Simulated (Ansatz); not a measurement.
**Run report: BSiH$_{7}$O, nudged elastic band**

System: BSiH$_{7}$O.
Method: RKS B3LYP/def2-SVP (Ansatz 0.2.0).

It belongs to a series of runs on one base structure; here: band between the two ends. Figures and captions count atoms from 1; the log counts them from 0 in places.

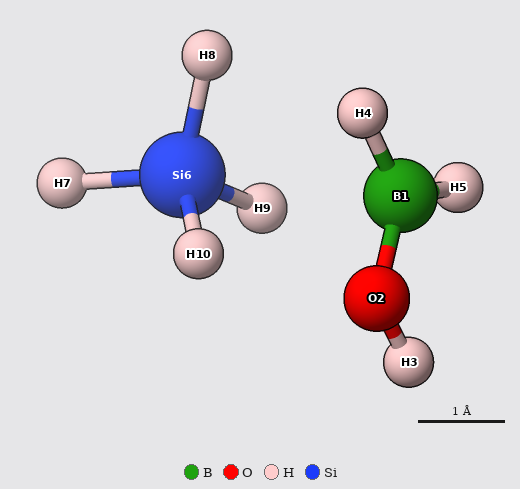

Figure 1. The structure as given in the input (ball-and-stick view, seen at a tilt; atoms are numbered from 1 in the order of the input). Bond lengths as drawn: B–H 1.21 Å, B–O 1.35 Å, H–O 0.97 Å and H–Si 1.49 Å.

### Input file
```yaml
crystal:
  periodic: [false, false, false]
  atoms:
    - { symbol: B, position_ang: [-0.06004, -0.849577, 0.000942] }
    - { symbol: O, position_ang: [-0.179308, -1.526877, 1.159279] }
    - { symbol: H, position_ang: [-1.057411, -1.473156, 1.558435] }
    - { symbol: H, position_ang: [1.01947, -0.882723, -0.537168] }
    - { symbol: H, position_ang: [-1.000327, -0.245401, -0.47011] }
    - { symbol: Si, position_ang: [0.179201, 3.147668, 1.190612] }
    - { symbol: H, position_ang: [0.878215, 4.140153, 2.055622] }
    - { symbol: H, position_ang: [0.87904, 3.04449, -0.120503] }
    - { symbol: H, position_ang: [-1.229669, 3.583326, 0.972218] }
    - { symbol: H, position_ang: [0.183129, 1.816796, 1.863371] }
basis:
  gaussian: { orbitals: def2-SVP }
hamiltonian:
  xc: b3lyp
neb:
  order_check: false
  images: 5
  f_tol: 0.05
  max_iterations: 60
  final_atoms:
    - { symbol: B, position_ang: [0.13923738, 0.38899156, 0.12290478] }
    - { symbol: O, position_ang: [-0.30221672, -0.43597325, 1.54629321] }
    - { symbol: H, position_ang: [-1.19671613, -0.17669305, 1.82235473] }
    - { symbol: H, position_ang: [1.25668249, -0.03913996, -0.08003164] }
    - { symbol: H, position_ang: [-0.69970573, -0.00150362, -0.66271685] }
    - { symbol: Si, position_ang: [0.05202512, 2.37608586, 0.5536428] }
    - { symbol: H, position_ang: [0.94229724, 2.76068048, 1.70895958] }
    - { symbol: H, position_ang: [0.44682409, 3.24815546, -0.59830691] }
    - { symbol: H, position_ang: [-1.32023749, 2.82686771, 0.98564551] }
    - { symbol: H, position_ang: [0.29410975, -0.1927722, 2.27395279] }
  initial_path:
    images:
      - { positions_ang: [[-0.06004, -0.849577, 0.000942], [-0.179308, -1.526877, 1.159279], [-1.057411, -1.473156, 1.558435], [1.01947, -0.882723, -0.537168], [-1.000327, -0.245401, -0.47011], [0.179201, 3.147668, 1.190612], [0.878215, 4.140153, 2.055622], [0.87904, 3.04449, -0.120503], [-1.229669, 3.583326, 0.972218], [0.183129, 1.816796, 1.863371]] }
      - { positions_ang: [[-0.03461937, -0.5652595, -0.00061336], [-0.12060113, -1.01913345, 1.35823763], [-1.00970549, -1.07973993, 1.73298185], [1.03071135, -0.58410081, -0.55387517], [-1.00276031, -0.16414896, -0.5167656], [0.15073137, 2.80977741, 1.0321351], [0.80379681, 3.48466222, 2.05788828], [0.89684496, 3.00349087, -0.14163197], [-1.23825726, 3.28605108, 0.8928212], [0.13615907, 1.58310006, 1.81152006]] }
      - { positions_ang: [[-0.00919873, -0.280942, -0.00216872], [-0.06189425, -0.51138989, 1.55719626], [-0.96199999, -0.68632386, 1.9075287], [1.0419527, -0.28547861, -0.57058234], [-1.00519361, -0.08289692, -0.56342121], [0.12226173, 2.47188681, 0.87365819], [0.72937862, 2.82917143, 2.06015455], [0.91464992, 2.96249174, -0.16276094], [-1.24684553, 2.98877617, 0.81342439], [0.08918914, 1.34940412, 1.75966911]] }
      - { positions_ang: [[0.0162219, 0.0033755, -0.00372408], [-0.00318738, -0.00364634, 1.75615488], [-0.91429448, -0.29290778, 2.08207555], [1.05319404, 0.01314358, -0.58728951], [-1.00762692, -0.00164488, -0.61007681], [0.0937921, 2.13399622, 0.71518129], [0.65496044, 2.17368065, 2.06242083], [0.93245488, 2.92149261, -0.18388991], [-1.25543379, 2.69150125, 0.73402759], [0.0422192, 1.11570818, 1.70781817]] }
      - { positions_ang: [[0.05722706, 0.13191418, 0.03848554], [-0.10286382, -0.14775531, 1.68620099], [-1.00843503, -0.25416954, 1.99550194], [1.12102352, -0.00428426, -0.41820356], [-0.90498652, -0.00159779, -0.62762349], [0.07986977, 2.21469277, 0.66133513], [0.75073937, 2.36934726, 1.94460041], [0.77057795, 3.03038023, -0.32202891], [-1.27703502, 2.7366234, 0.81790023], [0.12618272, 0.67954805, 1.89652971]] }
      - { positions_ang: [[0.09823222, 0.26045287, 0.08069516], [-0.20254027, -0.29186428, 1.6162471], [-1.10257558, -0.2154313, 1.90892834], [1.18885301, -0.02171211, -0.2491176], [-0.80234612, -0.0015507, -0.64517017], [0.06594744, 2.29538932, 0.60748896], [0.84651831, 2.56501387, 1.82678], [0.60870102, 3.13926784, -0.46016791], [-1.29863626, 2.78174556, 0.90177287], [0.21014623, 0.24338792, 2.08524125]] }
      - { positions_ang: [[0.13923738, 0.38899156, 0.12290478], [-0.30221672, -0.43597325, 1.54629321], [-1.19671613, -0.17669305, 1.82235473], [1.25668249, -0.03913996, -0.08003164], [-0.69970573, -0.00150362, -0.66271685], [0.05202512, 2.37608586, 0.5536428], [0.94229724, 2.76068048, 1.70895958], [0.44682409, 3.24815546, -0.59830691], [-1.32023749, 2.82686771, 0.98564551], [0.29410975, -0.1927722, 2.27395279]] }
```

Run on 2 threads of Arm Neoverse V2, 24 GiB of memory available, shared host.

Launch command:
```bash
ansatz run input.yaml --threads 2 --pin off --max-ram 3072MiB --backend cpu --events-out ev --progress --plain --runs-dir out
```

### The program's output
```
Engine: ansatz 0.2.0, aarch64-unknown-linux-gnu
Functional definition: B3LYP
  parameter a0 = 0.2
  parameter ax = 0.72
  parameter ac = 0.81
  exchange = (1 - a0 - ax)*slater_x + ax*b88_x + a0*exact_x
  correlation = (1 - ac)*vwn_rpa_c + ac*lyp_c
864 factors; integrals over basis functions are off by at most 3.1e-4 eV
mean field evaluation 1: about -10708.0946 eV, gradient 4.3e1 eV
mean field evaluation 2: about -10702.1884 eV, gradient 7.2e1 eV
mean field evaluation 4: about -10711.6368 eV, gradient 1.5e0 eV
mean field evaluation 8: about -10711.6608 eV, gradient 1.1e-2 eV
mean field -10711.66077865 eV, -393.6462729909 hartree, gradient 2.5e-5 eV, S^2 0.000000; 0 other end points of the search recorded, 0 dependent functions left out
the calculation of the forces begins
reference -10711.66105354 eV, -393.6462830930 hartree; 17, 17 occupied and 64, 64 virtual orbitals, 864 factors
866 factors; integrals over basis functions are off by at most 7.9e-4 eV
mean field evaluation 16: about -10710.3763 eV, gradient 6.0e0 eV
mean field -10710.47602864 eV, -393.6027342309 hartree, gradient 3.3e-5 eV, S^2 0.000000; 0 other end points of the search recorded, 0 dependent functions left out
[... from here on the field's lines of each further geometry are left out, up to the last ...]
NEB iter   1: max|band force component| = 9.195e0 eV/Å  barrier→ = 5.0961 eV  barrier← = 3.9114 eV  Δτ_max = 0.2000 Å  (163 SCF iters)
NEB iter   2: max|band force component| = 2.858e0 eV/Å  barrier→ = 3.1045 eV  barrier← = 1.9198 eV  Δτ_max = 0.2000 Å  (141 SCF iters)
NEB iter   3: max|band force component| = 1.603e0 eV/Å  barrier→ = 2.8287 eV  barrier← = 1.6439 eV  Δτ_max = 0.2000 Å  (137 SCF iters)
NEB iter   4: max|band force component| = 2.621e0 eV/Å  barrier→ = 2.5896 eV  barrier← = 1.4049 eV  Δτ_max = 0.0993 Å  (136 SCF iters)
NEB iter   5: max|band force component| = 2.873e0 eV/Å  barrier→ = 2.3640 eV  barrier← = 1.1792 eV  Δτ_max = 0.0500 Å  (130 SCF iters)
NEB iter   6: max|band force component| = 1.841e0 eV/Å  barrier→ = 2.0984 eV  barrier← = 0.9136 eV  Δτ_max = 0.0995 Å  (136 SCF iters)
NEB iter   7: max|band force component| = 1.326e0 eV/Å  barrier→ = 1.7476 eV  barrier← = 0.5628 eV  Δτ_max = 0.1654 Å  (131 SCF iters)
NEB iter   8: max|band force component| = 7.844e-1 eV/Å  barrier→ = 1.5913 eV  barrier← = 0.4065 eV  Δτ_max = 0.0799 Å  (131 SCF iters)
NEB iter   9: max|band force component| = 1.010e0 eV/Å  barrier→ = 1.5325 eV  barrier← = 0.3478 eV  CI = image 4  Δτ_max = 0.2000 Å  (131 SCF iters)
NEB iter  10: max|band force component| = 2.311e0 eV/Å  barrier→ = 1.8322 eV  barrier← = 0.6475 eV  CI = image 4  Δτ_max = 0.1011 Å  (131 SCF iters)
NEB iter  11: max|band force component| = 1.951e0 eV/Å  barrier→ = 1.9969 eV  barrier← = 0.8122 eV  CI = image 4  Δτ_max = 0.2000 Å  (127 SCF iters)
NEB iter  12: max|band force component| = 8.774e-1 eV/Å  barrier→ = 2.1637 eV  barrier← = 0.9789 eV  CI = image 4  Δτ_max = 0.1963 Å  (130 SCF iters)
NEB iter  13: max|band force component| = 1.273e0 eV/Å  barrier→ = 2.4004 eV  barrier← = 1.2156 eV  CI = image 4  Δτ_max = 0.1007 Å  (130 SCF iters)
NEB iter  14: max|band force component| = 1.086e0 eV/Å  barrier→ = 2.3547 eV  barrier← = 1.1699 eV  CI = image 4  Δτ_max = 0.0981 Å  (126 SCF iters)
NEB iter  15: max|band force component| = 2.542e-1 eV/Å  barrier→ = 2.2848 eV  barrier← = 1.1001 eV  CI = image 4  Δτ_max = 0.0491 Å  (132 SCF iters)
NEB iter  16: max|band force component| = 1.247e-1 eV/Å  barrier→ = 2.2792 eV  barrier← = 1.0945 eV  CI = image 4  Δτ_max = 0.0600 Å  (127 SCF iters)
NEB iter  17: max|band force component| = 1.273e-1 eV/Å  barrier→ = 2.2734 eV  barrier← = 1.0887 eV  CI = image 4  Δτ_max = 0.0300 Å  (133 SCF iters)
NEB iter  18: max|band force component| = 1.031e-1 eV/Å  barrier→ = 2.2702 eV  barrier← = 1.0855 eV  CI = image 4  Δτ_max = 0.0300 Å  (135 SCF iters)
NEB iter  19: max|band force component| = 2.251e-1 eV/Å  barrier→ = 2.2665 eV  barrier← = 1.0818 eV  CI = image 4  Δτ_max = 0.0150 Å  (136 SCF iters)
NEB iter  20: max|band force component| = 5.786e-2 eV/Å  barrier→ = 2.2647 eV  barrier← = 1.0800 eV  CI = image 4  Δτ_max = 0.0300 Å  (130 SCF iters)
NEB iter  21: max|band force component| = 4.792e-2 eV/Å  barrier→ = 2.2611 eV  barrier← = 1.0763 eV  CI = image 4  Δτ_max = 0.0600 Å  (134 SCF iters)
NEB iter  22: max|band force component| = 9.783e-2 eV/Å  barrier→ = 2.2539 eV  barrier← = 1.0691 eV  CI = image 4  Δτ_max = 0.1200 Å  (26 SCF iters)
NEB iter  23: max|band force component| = 1.302e-1 eV/Å  barrier→ = 2.2412 eV  barrier← = 1.0564 eV  CI = image 4  Δτ_max = 0.1201 Å  (129 SCF iters)
NEB iter  24: max|band force component| = 1.159e-1 eV/Å  barrier→ = 2.2324 eV  barrier← = 1.0477 eV  CI = image 4  Δτ_max = 0.1199 Å  (129 SCF iters)
NEB iter  25: max|band force component| = 9.490e-2 eV/Å  barrier→ = 2.2284 eV  barrier← = 1.0436 eV  CI = image 4  Δτ_max = 0.1196 Å  (129 SCF iters)
NEB iter  26: max|band force component| = 9.005e-2 eV/Å  barrier→ = 2.2269 eV  barrier← = 1.0421 eV  CI = image 4  Δτ_max = 0.0600 Å  (132 SCF iters)
NEB iter  27: max|band force component| = 1.427e-1 eV/Å  barrier→ = 2.2268 eV  barrier← = 1.0420 eV  CI = image 4  Δτ_max = 0.0300 Å  (131 SCF iters)
NEB iter  28: max|band force component| = 2.069e-1 eV/Å  barrier→ = 2.2263 eV  barrier← = 1.0416 eV  CI = image 4  Δτ_max = 0.0150 Å  (136 SCF iters)
NEB iter  29: max|band force component| = 6.104e-2 eV/Å  barrier→ = 2.2261 eV  barrier← = 1.0413 eV  CI = image 4  Δτ_max = 0.0299 Å  (125 SCF iters)
the calculation of the forces begins
reference -10710.41059640 eV, -393.6003296408 hartree; 17, 17 occupied and 64, 64 virtual orbitals, 865 factors
864 factors; integrals over basis functions are off by at most 1.2e-3 eV
mean field evaluation 1152: about -10709.4347 eV, gradient 1.5e-2 eV
mean field -10709.43470250 eV, -393.5644662014 hartree, gradient 7.3e-5 eV, S^2 0.000000; 1 other end points of the search recorded, 0 dependent functions left out
the calculation of the forces begins
reference -10709.43494651 eV, -393.5644751685 hartree; 17, 17 occupied and 64, 64 virtual orbitals, 864 factors
NEB iter  30: max|band force component| = 2.496e-2 eV/Å  barrier→ = 2.2261 eV  barrier← = 1.0413 eV  CI = image 4  Δτ_max = 0.0000 Å  (234 SCF iters)
```

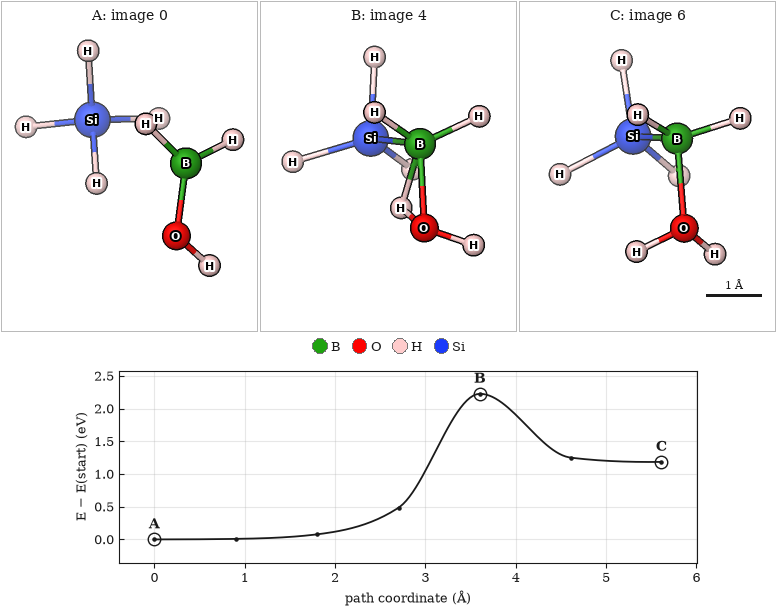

Figure 2. Images of the last band (counted from 0; ball-and-stick, seen at a tilt) above the energy along the path; the line is a cubic interpolation that uses the forces. The highest image is number 4, 2.226 eV above the start and 1.041 eV above the end (the climbing image); the end lies 1.185 eV above the start. The path is 5.61 Å long. The band converged in 30 iterations.

```
Total energy: -10709.43494651 eV, -393.5644751685 hartree
Atom 0 at     0.161491     0.223047     0.319802 Å, force     0.005478     0.000608    -0.003970 eV/Å
Atom 1 at    -0.184344    -0.556729     1.663690 Å, force    -0.006264     0.002837     0.004200 eV/Å
Atom 2 at    -1.110381    -0.837656     1.627445 Å, force     0.001581    -0.005012    -0.000351 eV/Å
Atom 3 at     1.327546     0.102840     0.039045 Å, force    -0.002536    -0.000338    -0.001742 eV/Å
Atom 4 at    -0.681059     0.097027    -0.537834 Å, force    -0.001123     0.001257     0.001539 eV/Å
Atom 5 at     0.065712     2.370321     0.765622 Å, force    -0.000290     0.001545     0.000307 eV/Å
Atom 6 at     1.084173     2.919991     1.710400 Å, force    -0.000268     0.000382     0.000664 eV/Å
Atom 7 at     0.420057     2.781116    -0.623584 Å, force     0.000625    -0.000354     0.000177 eV/Å
Atom 8 at    -1.260653     2.971909     1.112364 Å, force     0.000293    -0.001401    -0.001009 eV/Å
Atom 9 at    -0.210241     0.682833     1.595747 Å, force     0.002504     0.000477     0.000185 eV/Å
Dipole moment:    -0.369354    -0.084681     0.185284 e Å
this run last wrote the band of iteration 30 to [file]; this run last wrote the band within `neb.f_tol` of iteration 21 to [file]
```

### The last band as extended XYZ (Å, eV, eV/Å)
```
10
Properties=species:S:1:pos:R:3:forces:R:3 image=0 energy=-10711.66078
B    -0.0600   -0.8496    0.0009   -0.0167   0.0099  -0.0277
O    -0.1793   -1.5269    1.1593    0.0137  -0.0162   0.0282
H    -1.0574   -1.4732    1.5584    0.0013   0.0095  -0.0133
H     1.0195   -0.8827   -0.5372   -0.0089  -0.0010   0.0067
H    -1.0003   -0.2454   -0.4701    0.0119  -0.0019   0.0058
Si    0.1792    3.1477    1.1906    0.0013   0.0021  -0.0011
H     0.8782    4.1402    2.0556   -0.0019  -0.0028  -0.0005
H     0.8790    3.0445   -0.1205   -0.0004   0.0006   0.0028
H    -1.2297    3.5833    0.9722    0.0006   0.0000  -0.0002
H     0.1831    1.8168    1.8634   -0.0009  -0.0002  -0.0008
10
Properties=species:S:1:pos:R:3:forces:R:3 image=1 energy=-10711.65256
B     0.0380   -0.6749    0.1188    0.0134  -0.0158   0.0055
O    -0.2456   -1.4383    1.1932   -0.0191   0.0046  -0.0084
H    -1.1883   -1.4756    1.4011    0.0034  -0.0194   0.0089
H     1.2014   -0.5808   -0.1850   -0.0034  -0.0049  -0.0136
H    -0.8419   -0.1234   -0.5066    0.0012  -0.0038  -0.0039
Si    0.1318    3.0121    1.1275    0.0008   0.0057   0.0013
H     1.0783    3.9033    1.8558   -0.0055   0.0110   0.0008
H     0.5454    2.8950   -0.2983    0.0045   0.0035   0.0031
H    -1.2472    3.5732    1.2028   -0.0010   0.0146   0.0003
H     0.1404    1.6642    1.7635    0.0056   0.0046   0.0060
10
Properties=species:S:1:pos:R:3:forces:R:3 image=2 energy=-10711.58290
B     0.1129   -0.4581    0.2233    0.0243  -0.0674  -0.0205
O    -0.1956   -1.1869    1.3176   -0.0248  -0.0443  -0.0244
H    -1.1468   -1.2823    1.4552    0.0019  -0.0690  -0.0049
H     1.2848   -0.2608    0.0132   -0.0029  -0.0495  -0.0210
H    -0.7465   -0.0511   -0.5285   -0.0060  -0.0382   0.0001
Si    0.0646    2.8081    1.0319    0.0057   0.0578   0.0172
H     1.1570    3.4574    1.8067   -0.0036   0.0742   0.0021
H     0.4223    2.7571   -0.4127   -0.0015   0.0090   0.0191
H    -1.2193    3.5419    1.2093    0.0062   0.0763   0.0015
H    -0.1212    1.4295    1.5567    0.0004   0.0512   0.0309
10
Properties=species:S:1:pos:R:3:forces:R:3 image=3 energy=-10711.17530
B     0.1369   -0.1721    0.3444   -0.0216  -0.4668   0.0456
O    -0.1850   -0.9170    1.4511    0.0341  -0.3808  -0.2307
H    -1.1396   -0.9887    1.5713    0.0098  -0.1810  -0.0097
H     1.3106    0.0166    0.1174   -0.0228  -0.0940   0.0587
H    -0.6828    0.0907   -0.5132   -0.0318  -0.0277   0.0498
Si    0.0481    2.5652    0.9081   -0.0336   0.2220   0.1499
H     1.1100    3.1075    1.7898    0.0332   0.2411   0.0399
H     0.4469    2.6808   -0.5217   -0.0238  -0.1270   0.0857
H    -1.2755    3.2027    1.1206   -0.0313   0.2567   0.0195
H    -0.1573    1.1690    1.4048    0.0878   0.5576  -0.2086
10
Properties=species:S:1:pos:R:3:forces:R:3 image=4 energy=-10709.43470
B     0.1615    0.2230    0.3198    0.0055   0.0006  -0.0040
O    -0.1843   -0.5567    1.6637   -0.0063   0.0028   0.0042
H    -1.1104   -0.8377    1.6274    0.0016  -0.0050  -0.0004
H     1.3275    0.1028    0.0390   -0.0025  -0.0003  -0.0017
H    -0.6811    0.0970   -0.5378   -0.0011   0.0013   0.0015
Si    0.0657    2.3703    0.7656   -0.0003   0.0015   0.0003
H     1.0842    2.9200    1.7104   -0.0003   0.0004   0.0007
H     0.4201    2.7811   -0.6236    0.0006  -0.0004   0.0002
H    -1.2607    2.9719    1.1124    0.0003  -0.0014  -0.0010
H    -0.2102    0.6828    1.5957    0.0025   0.0005   0.0002
10
Properties=species:S:1:pos:R:3:forces:R:3 image=5 energy=-10710.41034
B     0.1496    0.3924    0.1807    0.0062   0.0425  -0.0313
O    -0.2053   -0.4121    1.6394   -0.0106   0.0486   0.0037
H    -1.1091   -0.7620    1.6016   -0.0002   0.0151  -0.0220
H     1.2494   -0.0188   -0.1152   -0.0039  -0.0279  -0.0240
H    -0.7497    0.0255   -0.5505    0.0058  -0.0242  -0.0100
Si    0.1218    2.3888    0.5696    0.0076   0.0046  -0.0617
H     1.1374    2.8273    1.5930   -0.0088  -0.0157  -0.0173
H     0.4073    3.1416   -0.6884    0.0075   0.0965  -0.0150
H    -1.1874    2.9076    1.1102    0.0049  -0.0232  -0.0244
H    -0.2017    0.2645    2.3325   -0.0085  -0.1163   0.2019
10
Properties=species:S:1:pos:R:3:forces:R:3 image=6 energy=-10710.47603
B     0.1392    0.3890    0.1229   -0.0101  -0.0047  -0.0030
O    -0.3022   -0.4360    1.5463    0.0080   0.0179   0.0283
H    -1.1967   -0.1767    1.8224    0.0184  -0.0034  -0.0056
H     1.2567   -0.0391   -0.0800   -0.0010  -0.0004   0.0016
H    -0.6997   -0.0015   -0.6627    0.0051   0.0008  -0.0014
Si    0.0520    2.3761    0.5536    0.0072   0.0079  -0.0020
H     0.9423    2.7607    1.7090   -0.0045  -0.0012  -0.0049
H     0.4468    3.2482   -0.5983   -0.0053  -0.0067   0.0105
H    -1.3202    2.8269    0.9856    0.0042  -0.0019  -0.0007
H     0.2941   -0.1928    2.2740   -0.0221  -0.0085  -0.0228
```

### Key numbers

| quantity | value |
| --- | --- |
| outcome | converged |
| barrier, forward | 2.226 eV |
| barrier, backward | 1.041 eV |
| wall time | 2.8 min (CPU time 5.4 min) |
| peak memory | 0.15 GiB |

The order of the saddle point was not checked.
